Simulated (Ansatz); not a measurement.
# BePd3C (built on the sites of a database entry of CaPd3C): a soft mode frozen in, part 2 of 3

Aim: this structure of BePd3C (built on the sites of a database entry of CaPd3C) is to be tested for unstable modes, and one is followed downhill.

Ansatz 0.2.0; DFT PBEsol, scalar-relativistic, plane waves, PAW.

So far, highest frequency on the path or at a solved wavevector (cm⁻¹): step 2 (phonons on a q mesh) 710. Also lowest frequency on the path (cm⁻¹): step 2 -132.

The structure was built from a prototype and need not be the compound's stable phase.

### Step 4. The mode frozen in, largest atomic shift 0.32 Å

The atoms are moved along the unstable eigenvector, the largest shift by 0.32 Å, with the cell fixed.

input.yaml reads:

```yaml
crystal:
  lattice:
    - [4.0156977755, 0.0, 0.0]
    - [0.0, 4.0156977755, 0.0]
    - [0.0, 0.0, 8.031395551]
  atoms:
    - { symbol: Be, position: [-0.0796626176, -0.0019820809, 0.0] }
    - { symbol: Be, position: [0.0796626176, 0.0019820809, 0.5] }
    - { symbol: Pd, position: [0.0, 0.5, 0.25] }
    - { symbol: Pd, position: [0.0, 0.5, 0.75] }
    - { symbol: Pd, position: [0.5468437175, 0.5011655158, 0.0] }
    - { symbol: Pd, position: [0.4531562825, 0.4988344842, 0.5] }
    - { symbol: Pd, position: [0.5, 0.0, 0.25] }
    - { symbol: Pd, position: [0.5, 0.0, 0.75] }
    - { symbol: C, position: [0.5, 0.5, 0.25] }
    - { symbol: C, position: [0.5, 0.5, 0.75] }
kpoints:
  mp_grid: { grid: [10, 10, 6] }
hamiltonian:
  xc: pbesol
scf:
  occupations: { method: methfessel_paxton, width: 0.2 }
output:
  forces: true
  stress: true
  eigenvalues: true
```

On the command line:

```console
> ansatz run input.yaml --threads 4 --pin off --max-ram 14336MiB --backend cpu --events-out ev --progress --plain --runs-dir out
```

Numbers of over 12 decimals in the logs are rounded to 6 here.

Log:

```text
[...]
Crystal: 10 atoms, lattice volume = 129.513 Å³
Basis set: ecut = 420 eV, 2547 PW (Γ), exchange–correlation on 54×54×108 points (8 copies of the dense FFT grid, shifted against one another)
Bands: 72, of which v1, the nominal top of the filled ones, is band 60 counted from 1 (59 counted from 0)
Symmetry: 4 space group operations
[...]
k-points: 208 of 600
[...]
k-point 0: bands = [... 56 lower, 14.7803, 14.7949, 14.8029, 14.8380, 15.7997, 15.9440, 18.4749, 18.4870, ... 8 higher]
  k-point 1: bands = [... 56 lower, 14.7856, 14.7950, 14.8333, 14.8797, 15.7366, 15.8731, 18.4098, 18.5219, ... 8 higher]
  k-point 2: bands = [... 56 lower, 14.7951, 14.7952, 15.0740, 15.1114, 15.5781, 15.6743, 18.3630, 18.5712, ... 8 higher]
  k-point 207: bands = [... 56 lower, 15.1161, 15.1161, 15.6661, 15.6661, 15.6831, 15.6831, 17.6358, 17.6358, ... 8 higher]
[key lines of the parts left out:]
SCF converged after 7 iterations
Free energy (F): -42111.835413 eV
Fermi energy:    15.934818 eV
P = ⅓ Tr σ = 1.7070 GPa (17.070 kbar)
```

Wall time 45 s (4 threads of Arm Neoverse V1, shared host); peak memory 1.4 GiB.

Numbers from this step:

```
pressure                         : 1.707 GPa
energy from the undistorted cell : -12.22 meV/atom
```

The energy, extrapolated to zero smearing, is -12.22 meV/atom against the undistorted cell.

The run ends at a pressure of 1.71 GPa, with forces up to 0.15 eV/Å.

### Step 5. Energy along the mode, all amplitudes (two of the runs are shown above)

An imaginary frequency means negative curvature, so the energy should fall and then rise again as anharmonic terms take over.

This step gave:

```yaml
depth_at_the_lowest_point_sampled: 12.22 meV/atom
largest_atomic_shift_at_that_point: 0.32 Å
```

Table of energy from the parent by largest atomic shift:

```tsv
largest atomic shift (Å)	energy from the parent (meV/atom)
0.000	0
0.040	-0.453
0.080	-1.69
0.140	-4.47
0.220	-8.70
0.320	-12.2
0.450	-7.37
0.600	22.6
```

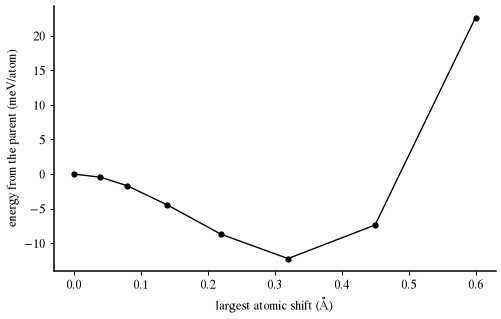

Energy from the parent, plotted against largest atomic shift.

Displacement at unit largest shift by atom:

```tsv
atom	x (Å)	y (Å)	z (Å)	size
Be1	-1.00	-0.03	0.00	1.00
Be2	1.00	0.03	0.00	1.00
Pd3	0.00	0.00	0.00	0.00
Pd4	0.00	0.00	0.00	0.00
Pd5	0.59	0.01	0.00	0.59
Pd6	-0.59	-0.01	0.00	0.59
Pd7	0.00	0.00	0.00	0.00
Pd8	0.00	0.00	0.00	0.00
C9	0.00	0.00	0.00	0.00
C10	0.00	0.00	0.00	0.00
```

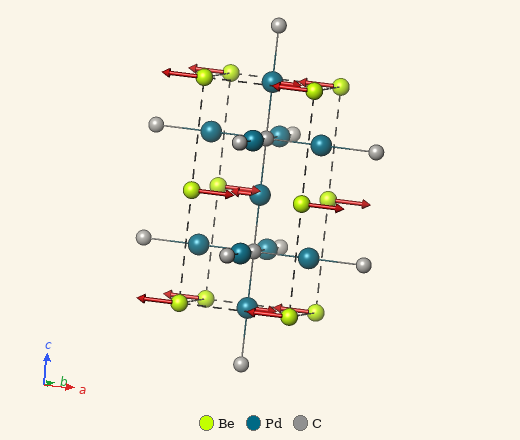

Displacement at unit largest shift as arrows, the longest 1.00 Å. Some periodic images of atoms are drawn too.

The lowest of the steps tried is at 0.32 Å, 12.2 meV/atom below the parent; the bottom of the well need not coincide with a step.

### Step 6. Relaxing from the distorted cell

Starting from the lowest point found, all atoms and the cell are let go, so that strain and other modes of the same symmetry can join in.

Changes to input.yaml since step 4:

```diff
@@ -26 +26,10 @@
   eigenvalues: true
+  write_density: true
+  write_potential: true
+  elf: true
+  volumetric_format: npy
+relax:
+  adjacent_minimum: "off"
+  f_tol: 0.002
+  max_steps: 120
+  cell: { stress_tol: 0.03 }
```

Log:

```text
[...]
Crystal: 10 atoms, lattice volume = 129.513 Å³
Basis set: ecut = 420 eV, 2547 PW (Γ), exchange–correlation on 54×54×108 points (8 copies of the dense FFT grid, shifted against one another)
Bands: 72, of which v1, the nominal top of the filled ones, is band 60 counted from 1 (59 counted from 0)
Symmetry: 4 space group operations
[...]
k-points: 208 of 600
[...]
SCF iter   1: F=—  HF=-42111.856062 eV  |F-HF|=—  |Δ(HF+E_count)|=         —  Δρ=8.53e-3  dr2=7.43e-2  ethr=1.77e-3  ⟨swp⟩=5.1  Hψ=54258  notcnv=0
[...]
SCF iter   7: F=-42111.835413 eV  HF=-42111.835413 eV  |F-HF|=1.17e-8  |Δ(HF+E_count)|=   8.80e-8  S|Δr|=    0.00e0  Δρ=4.46e-6  dr2=2.50e-8  ethr=8.33e-11  ⟨swp⟩=12.1  Hψ=91669  notcnv=0
SCF 1 converged in 7 iterations: F = -42111.835413 eV  dr2 = 2.50e-8
[...]
relax step   1: F+E_penalty+E_count = -42111.83541300 eV  Δ(F+E_penalty+E_count) = +0.000e0 eV  max|allowed force component| = 1.490e-1 eV/Å  Δτ_max = 0.0000 Å  P = +1.707 GPa  Ω = 129.513 Å³  (7 SCF iters, dr2 threshold 1.00e-7 eV, accepted)
Crystal: 10 atoms, lattice volume = 130.709 Å³
Basis set: ecut = 420 eV, 2579 PW (Γ), exchange–correlation on 54×54×108 points (8 copies of the dense FFT grid, shifted against one another)
[...]
SCF iter   6: F=-42111.847564 eV  HF=-42111.847564 eV  |F-HF|=8.34e-8  |Δ(HF+E_count)|=   5.05e-7  S|Δr|=    0.00e0  Δρ=1.03e-5  dr2=1.40e-7  ethr=8.33e-10  ⟨swp⟩=8.1  Hψ=90924  notcnv=0
SCF 2 converged in 6 iterations: F = -42111.847564 eV  dr2 = 1.40e-7
relax step   2: F+E_penalty+E_count = -42111.84756437 eV  Δ(F+E_penalty+E_count) = -1.215e-2 eV  max|allowed force component| = 7.495e-2 eV/Å  Δτ_max = 0.0216 Å  P = -0.073 GPa  Ω = 130.709 Å³  energy of the carried Pulay correction = -9.814e-4 eV  (6 SCF iters, dr2 threshold 1.00e-6 eV, accepted)
Crystal: 10 atoms, lattice volume = 130.773 Å³
Basis set: ecut = 420 eV, 2575 PW (Γ), exchange–correlation on 54×54×108 points (8 copies of the dense FFT grid, shifted against one another)
[...]
SCF iter   5: F=-42111.849949 eV  HF=-42111.849949 eV  |F-HF|=3.67e-7  |Δ(HF+E_count)|=   7.52e-7  S|Δr|=    0.00e0  Δρ=1.53e-5  dr2=5.90e-7  ethr=5.24e-10  ⟨swp⟩=9.2  Hψ=101594  notcnv=0
SCF 3 converged in 5 iterations: F = -42111.849949 eV  dr2 = 5.90e-7
relax step   3: F+E_penalty+E_count = -42111.84994911 eV  Δ(F+E_penalty+E_count) = -2.385e-3 eV  max|allowed force component| = 1.926e-2 eV/Å  Δτ_max = 0.0164 Å  P = -0.083 GPa  Ω = 130.773 Å³  energy of the carried Pulay correction = -1.034e-3 eV  (5 SCF iters, dr2 threshold 6.28e-7 eV, accepted)
[... from here on, the SCF cycles and remarks between the steps are left out ...]
relax step   4: F+E_penalty+E_count = -42111.85061579 eV  Δ(F+E_penalty+E_count) = -6.667e-4 eV  max|allowed force component| = 1.544e-2 eV/Å  Δτ_max = 0.0096 Å  P = -0.049 GPa  Ω = 130.812 Å³  energy of the carried Pulay correction = -1.066e-3 eV  (5 SCF iters, dr2 threshold 1.66e-7 eV, accepted)
relax step   5: F+E_penalty+E_count = -42111.85127835 eV  Δ(F+E_penalty+E_count) = -6.626e-4 eV  max|allowed force component| = 2.752e-2 eV/Å  Δτ_max = 0.0145 Å  P = +0.013 GPa  Ω = 130.820 Å³  energy of the carried Pulay correction = -1.072e-3 eV  (6 SCF iters, dr2 threshold 3.26e-8 eV, accepted)
relax step   6: F+E_penalty+E_count = -42111.77565005 eV  Δ(F+E_penalty+E_count) = +7.563e-2 eV  max|allowed force component| = 5.225e-1 eV/Å  Δτ_max = 0.1999 Å  P = +1.110 GPa  Ω = 130.956 Å³  energy of the carried Pulay correction = -1.183e-3 eV  (9 SCF iters, dr2 threshold 4.73e-8 eV, rejected (line search))
relax step   7: F+E_penalty+E_count = -42111.85401086 eV  Δ(F+E_penalty+E_count) = -2.733e-3 eV  max|allowed force component| = 4.910e-2 eV/Å  Δτ_max = 0.1000 Å  P = -0.086 GPa  Ω = 130.869 Å³  energy of the carried Pulay correction = -1.112e-3 eV  (11 SCF iters, accepted)
relax step   8: F+E_penalty+E_count = -42111.85397070 eV  Δ(F+E_penalty+E_count) = +4.016e-5 eV  max|allowed force component| = 3.705e-2 eV/Å  Δτ_max = 0.0637 Å  P = +0.011 GPa  Ω = 130.788 Å³  energy of the carried Pulay correction = -1.046e-3 eV  (7 SCF iters, dr2 threshold 2.11e-7 eV, rejected (line search))
relax step   9: F+E_penalty+E_count = -42111.85569438 eV  Δ(F+E_penalty+E_count) = -1.684e-3 eV  max|allowed force component| = 1.058e-2 eV/Å  Δτ_max = 0.0309 Å  P = -0.020 GPa  Ω = 130.777 Å³  energy of the carried Pulay correction = -1.037e-3 eV  (10 SCF iters, accepted)
relax step  10: F+E_penalty+E_count = -42111.85579011 eV  Δ(F+E_penalty+E_count) = -9.573e-5 eV  max|allowed force component| = 4.071e-3 eV/Å  Δτ_max = 0.0045 Å  P = -0.034 GPa  Ω = 130.770 Å³  energy of the carried Pulay correction = -1.031e-3 eV  (6 SCF iters, dr2 threshold 7.28e-9 eV, accepted)
relax step  11: F+E_penalty+E_count = -42111.85589176 eV  Δ(F+E_penalty+E_count) = -1.016e-4 eV  max|allowed force component| = 5.095e-3 eV/Å  Δτ_max = 0.0055 Å  P = +0.071 GPa  Ω = 130.677 Å³  energy of the carried Pulay correction = -9.554e-4 eV  (6 SCF iters, dr2 threshold 9.19e-9 eV, accepted)
relax step  12: F+E_penalty+E_count = -42111.85585758 eV  Δ(F+E_penalty+E_count) = +3.418e-5 eV  max|allowed force component| = 3.993e-3 eV/Å  Δτ_max = 0.0019 Å  P = -0.026 GPa  Ω = 130.737 Å³  energy of the carried Pulay correction = -1.004e-3 eV  (5 SCF iters, dr2 threshold 2.01e-8 eV, accepted)
relax step  13: F+E_penalty+E_count = -42111.85587304 eV  Δ(F+E_penalty+E_count) = -1.546e-5 eV  max|allowed force component| = 1.590e-3 eV/Å  Δτ_max = 0.0018 Å  P = -0.008 GPa  Ω = 130.737 Å³  energy of the carried Pulay correction = -1.004e-3 eV  (6 SCF iters, dr2 threshold 5.27e-9 eV, accepted)
relax step  14: F+E_penalty+E_count = -42111.85589290 eV  Δ(F+E_penalty+E_count) = -1.987e-5 eV  max|allowed force component| = 1.585e-3 eV/Å  Δτ_max = 0.0020 Å  P = +0.005 GPa  Ω = 130.735 Å³  energy of the carried Pulay correction = -1.003e-3 eV  (7 SCF iters, accepted)
relax step  15: F+E_penalty+E_count = -42111.85607828 eV  Δ(F+E_penalty+E_count) = -1.854e-4 eV  max|allowed force component| = 1.942e-2 eV/Å  Δτ_max = 0.0321 Å  P = +0.152 GPa  Ω = 130.723 Å³  energy of the carried Pulay correction = -9.933e-4 eV  (10 SCF iters, accepted)
relax step  16: F+E_penalty+E_count = -42111.85615856 eV  Δ(F+E_penalty+E_count) = -8.027e-5 eV  max|allowed force component| = 1.054e-2 eV/Å  Δτ_max = 0.0030 Å  P = +0.084 GPa  Ω = 130.751 Å³  energy of the carried Pulay correction = -1.016e-3 eV  (4 SCF iters, dr2 threshold 1.87e-7 eV, accepted)
relax step  17: F+E_penalty+E_count = -42111.85623991 eV  Δ(F+E_penalty+E_count) = -8.135e-5 eV  max|allowed force component| = 7.640e-3 eV/Å  Δτ_max = 0.0256 Å  P = -0.023 GPa  Ω = 130.842 Å³  energy of the carried Pulay correction = -1.090e-3 eV  (6 SCF iters, dr2 threshold 7.36e-8 eV, accepted)
relax step  18: F+E_penalty+E_count = -42111.85631052 eV  Δ(F+E_penalty+E_count) = -7.061e-5 eV  max|allowed force component| = 2.801e-3 eV/Å  Δτ_max = 0.0095 Å  P = -0.020 GPa  Ω = 130.813 Å³  energy of the carried Pulay correction = -1.066e-3 eV  (6 SCF iters, dr2 threshold 2.86e-8 eV, accepted)
relax step  19: F+E_penalty+E_count = -42111.85633890 eV  Δ(F+E_penalty+E_count) = -2.838e-5 eV  max|allowed force component| = 6.011e-4 eV/Å  Δτ_max = 0.0024 Å  P = -0.001 GPa  Ω = 130.810 Å³  energy of the carried Pulay correction = -1.064e-3 eV  (5 SCF iters, dr2 threshold 9.59e-9 eV, accepted)
relax step  20: F+E_penalty+E_count = -42111.85633948 eV  Δ(F+E_penalty+E_count) = -5.823e-7 eV  max|allowed force component| = 4.589e-4 eV/Å  Δτ_max = 0.0032 Å  P = +0.005 GPa  Ω = 130.814 Å³  energy of the carried Pulay correction = -1.067e-3 eV  (7 SCF iters, accepted)
relax step  21: F+E_penalty+E_count = -42111.85761930 eV  Δ(F+E_penalty+E_count) = -1.280e-3 eV  max|allowed force component| = 5.173e-4 eV/Å  Δτ_max = 0.0000 Å  P = +0.013 GPa  Ω = 130.814 Å³  stress off target by 3.07e-2 GPa  SCF on the basis re-selected at this cell (its energy is not comparable with the rows above)  (5 SCF iters)
relax step  22: F+E_penalty+E_count = -42111.85761786 eV  Δ(F+E_penalty+E_count) = +1.442e-6 eV  max|allowed force component| = 7.302e-4 eV/Å  Δτ_max = 0.0050 Å  P = -0.004 GPa  Ω = 130.835 Å³  energy of the carried Pulay correction = -1.459e-5 eV  (6 SCF iters, dr2 threshold 2.36e-9 eV, accepted)
[...]
SCF iter   5: F=-42111.857624 eV  HF=-42111.857624 eV  |F-HF|=1.46e-11  |Δ(HF+E_count)|=  1.46e-11  S|Δr|=    0.00e0  Δρ=6.83e-8  dr2=7.57e-12  ethr=1.00e-12  ⟨swp⟩=4.8  Hψ=51043  notcnv=0
SCF 23 converged in 5 iterations: F = -42111.857624 eV  dr2 = 7.57e-12
relax step  23: F+E_penalty+E_count = -42111.85762359 eV  Δ(F+E_penalty+E_count) = -5.732e-6 eV  max|allowed force component| = 7.295e-4 eV/Å  Δτ_max = 0.0000 Å  P = -0.004 GPa  Ω = 130.835 Å³  stress off target by 1.16e-2 GPa  SCF on the basis re-selected at this cell (its energy is not comparable with the rows above)  (5 SCF iters)
[...]
SCF converged after 5 iterations
[...]
Free energy (F): -42111.857624 eV
[...]
Internal energy: -42111.854146 eV  (E = F + TS)
E sigma→0 (E₀):  -42111.856754 eV
Entropy (-TS):   -0.003477 eV (-0.348 meV/atom)
Fermi energy:    15.722983 eV
[...]
--- Forces (eV/Å), atoms counted from 1 ---
  atom   1  Be    -0.00072953    -0.00041692    -0.00000000
  atom   2  Be     0.00072953     0.00041692     0.00000000
  atom   3  Pd     0.00000000     0.00000000    -0.00000000
  atom   4  Pd     0.00000000     0.00000000     0.00000000
  atom   5  Pd    -0.00025027     0.00065463    -0.00000000
  atom   6  Pd     0.00025027    -0.00065463     0.00000000
  atom   7  Pd    -0.00000000     0.00000000     0.00000000
  atom   8  Pd     0.00000000     0.00000000    -0.00000000
  atom   9  C     -0.00000000     0.00000000     0.00000000
  atom  10  C      0.00000000    -0.00000000     0.00000000
  max |Σ_I F_I| component: 1.08e-19 eV/Å
--- Stress (GPa, compression-positive) ---
        0.003735      -0.000762      -0.000000
       -0.000762      -0.003108      -0.000000
       -0.000000      -0.000000      -0.011573
  P = ⅓ Tr σ = -0.0036 GPa (-0.036 kbar)
--- Band table (eV; the first three rows and the last of 208) ---
  k-point 0: bands = [... 56 lower, 14.5085, 14.5636, 14.6457, 14.6473, 15.5179, 15.6796, 18.2063, 18.4210, ... 8 higher]
  k-point 1: bands = [... 56 lower, 14.4988, 14.5707, 14.6137, 14.7448, 15.4468, 15.6220, 18.2479, 18.3149, ... 8 higher]
  k-point 2: bands = [... 56 lower, 14.5596, 14.5760, 14.7643, 14.9734, 15.2740, 15.4614, 18.2183, 18.3023, ... 8 higher]
  k-point 207: bands = [... 56 lower, 14.9010, 14.9010, 15.2783, 15.2783, 15.6056, 15.6056, 17.3588, 17.3588, ... 8 higher]
--- Relaxed structure (21 steps of the walk, 19 accepted, 2 SCFs on fresh bases) ---
  F+E_penalty+E_count = -42111.85762359 eV   max|allowed force component| = 7.295e-4 eV/Å   (the final SCF, on the basis selected at the relaxed cell)
  cell:  # Å, volume = 130.8348 Å³
    - [4.055957, -0.061432, 0.0]
    - [-0.061432, 4.027437, 0.0]
    - [0.0, 0.0, 8.011274]
  atoms:
    - { symbol: Be, position: [-0.081320, 0.022790, 0] }
    - { symbol: Be, position: [0.081320, -0.022790, 0.5] }
    - { symbol: Pd, position: [8.673617379884035e-19, 0.500000, 0.25] }
    - { symbol: Pd, position: [8.673617379884035e-19, 0.500000, 0.75] }
    - { symbol: Pd, position: [0.556378, 0.526695, 0] }
    - { symbol: Pd, position: [0.443622, 0.473305, 0.5] }
    - { symbol: Pd, position: [0.500000, -8.673617379884035e-19, 0.25] }
    - { symbol: Pd, position: [0.500000, -8.673617379884035e-19, 0.75] }
    - { symbol: C, position: [0.5, 0.500000, 0.25] }
    - { symbol: C, position: [0.5, 0.500000, 0.75] }
```

It took 15 min on 4 threads; peak memory 1.5 GiB.

[end of part 2 of 3]

[Logs are printed without paths, hosts, clocks, repeated set-up lines and the standing remarks that a program may print on its own settings, such as how far it seeks lower states.]

[Hosts, paths, dates, database ids (printed as entryN), source tags and the programs' standing remarks are cut or masked in the printed files.]
